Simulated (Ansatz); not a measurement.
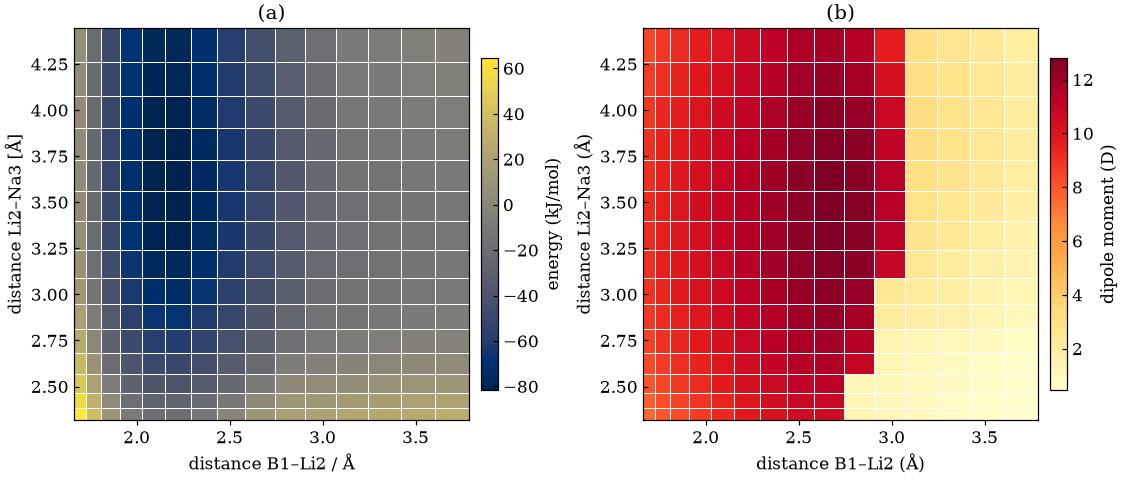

The system B + LiNa, spin multiplicity 2. The first coordinate is: distance B1–Li2; the second: distance Li2–Na3. Nothing is relaxed (the angle B1–Li2–Na3 is fixed at 180 degrees). The scan uses a 15 × 15 grid. Points are written as (first, second). Energies are in kJ/mol, from B far from the relaxed LiNa (each part in its own basis). In part of the range the unrestricted reference is strongly spin-contaminated. Theory: UHF/def2-TZVPD in Ansatz 0.2.0.

Panel (a) is the energy; panel (b) is the computed dipole moment, in D.

The picture shows one coloured cell a grid point.

> How does the dipole moment vary over the map, and what is it at the lowest grid point?

Leaving out the highest fifth of the energies, it runs from 0.8 D at (3.696 Å, 2.744 Å) to 12.8 D at (2.662 Å, 3.478 Å). At the lowest grid point, (2.220 Å, 3.643 Å), it is 11.4 D.
